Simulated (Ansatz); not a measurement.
| atom | x (Å) | y (Å) | z (Å) |
| --- | --- | --- | --- |
| C | 0.0000 | 0.0000 | -0.7336 |
| B | 0.0000 | 0.0000 | 0.6880 |
| H | 0.0000 | 0.0000 | -1.8156 |
| H | 0.0000 | 0.0000 | 1.8612 |

Geometry: PBE0-D4/def2-TZVP.

Theory: isolated molecule in a Gaussian basis; Kohn-Sham density functional theory, functional PBE0 in Ansatz.

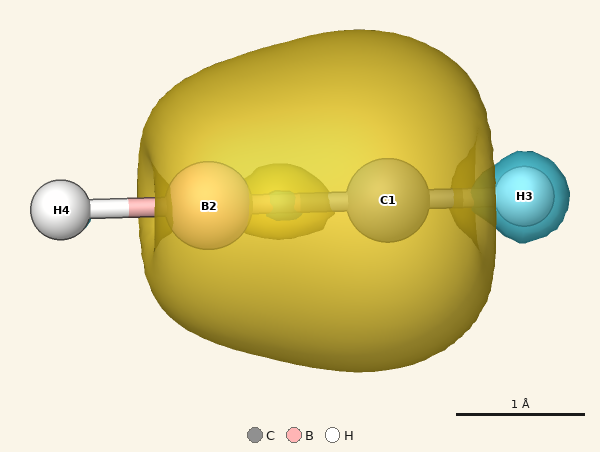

CH2B (SMILES B=[CH+]) (charge +1, triplet). Isosurfaces of the spin density at +0.04 (yellow) and −0.04 e/Å³ (cyan), seen from one side.

Question: Which atoms carry the spin?

Answer: The unpaired spin (2 electrons) lies mostly on C1 (about 1.4) and B2 (about 0.6), in electrons by Hirshfeld's partition.
